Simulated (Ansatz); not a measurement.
**Ligand exchange: GaH2Cl + CH3I → GaH2I + CH3Cl**

Species: GaH2Cl `[Cl][GaH2]`, singlet; CH3I (methyl iodide) `CI`, singlet; GaH2I `[GaH2][I]`, singlet; CH3Cl (chloromethane) `CCl`, singlet. The partners trade Cl for I: Ga–Cl and C–I bonds give way to Ga–I and C–Cl.

Shapes, held fixed at every level: PBE0-D4/def2-TZVP. Programs: Ansatz 0.2.0. The zero-point and thermal change to 298 K, harmonic and unscaled (PBE0-D4/def2-TZVP), is +1.8 kJ/mol.

```tsv
level	kind	ΔH(298 K) (kJ/mol)	less CCSD(T)/def2-TZVPP
HF/def2-SVP	Hartree–Fock	+8.8	-4.9
BHLYP-D4/def2-TZVPP	global hybrid	+8.0	-5.7
PBE0-D4/def2-TZVPP	global hybrid	+6.6	-7.1
wB97X-V/def2-TZVPP	range-separated hybrid	+10.5	-3.2
MP2/def2-SVP	perturbation theory	+11.0	-2.7
MP2/def2-TZVPP	perturbation theory	+13.1	-0.6
CCSD(T)/def2-TZVPP	coupled cluster or CI	+13.7	0.0
```

The highest level, CCSD(T)/def2-TZVPP, gives ΔH(298 K) = +13.7 kJ/mol; the levels span +6.6 to +13.7. The column of differences is taken from that level and isn't an error. No measured value is set beside it here. For atoms past krypton def2 sets carry core potentials with scalar relativity. Relativity is left out for Ga. Outer-core shells of Ga, I are correlated, in sets that cover them unevenly.

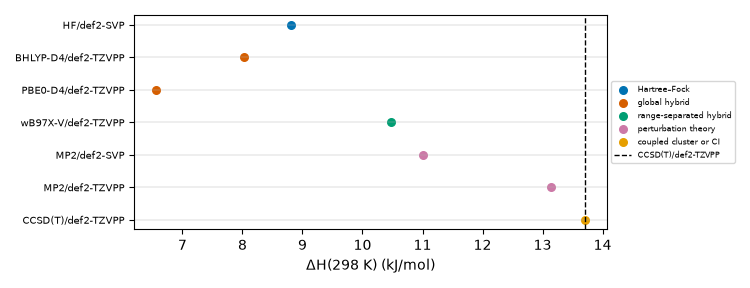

The values of the table, level by level.
